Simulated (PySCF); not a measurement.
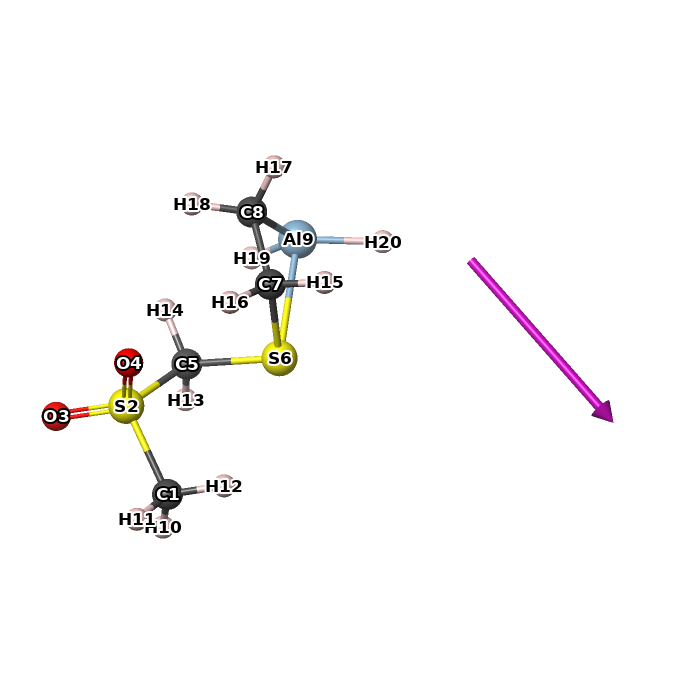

The arrow beside the molecule shows the direction of the dipole moment, from the negative to the positive end (its length means nothing). The geometry was computed by an optimisation with GFN2-xTB. No frequency run is at hand to confirm it as a minimum. Level of theory: PBE0/pcSseg-1, gas phase (PySCF 2.14.0).

Estimate the dipole moment.

Answer. 2.90 D; it points from the side of H18 to the side of H12 (the outermost atoms at the two ends).

The geometry is semi-empirical. Around Al such bond lengths and angles can be off by a tenth of an ångström or more and by several degrees, and values that hang on the shape move with them.
